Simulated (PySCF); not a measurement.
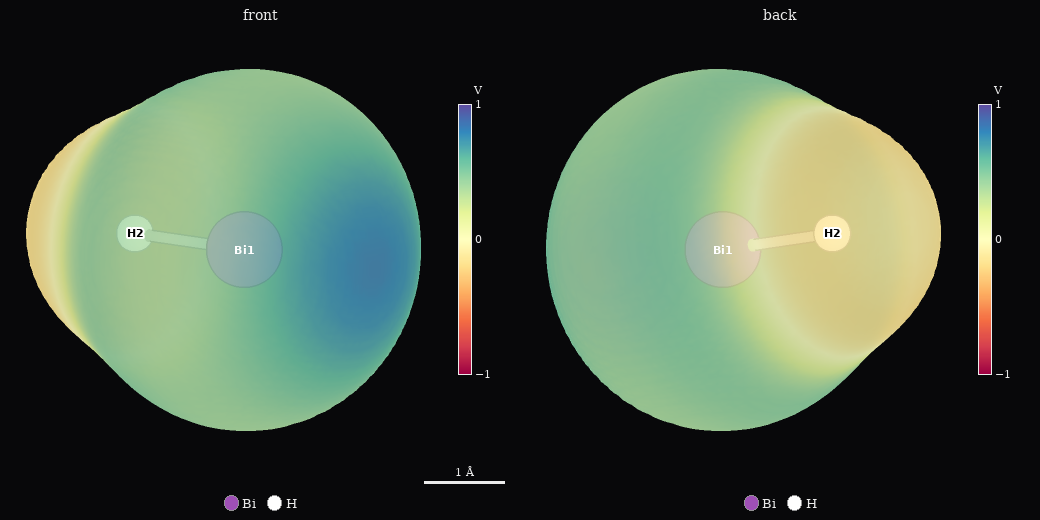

BiH (triplet). The electrostatic potential painted on the density surface at 0.002 e/bohr³, seen from the front and from behind; the colour scale runs from red (negative) to blue (positive).

Core potentials replace the inner electrons of Bi.

These are results of PBE0/cc-pVTZ(-PP), non-relativistic Hamiltonian with scalar-relativistic core potentials where named, at a bond length of 1.801 Å (PySCF 2.14.0), not measurements.

### Describe the electrostatic potential map.

The most negative region (about −0.2 V) lies over H2, the most positive (about +0.8 V) over Bi1.
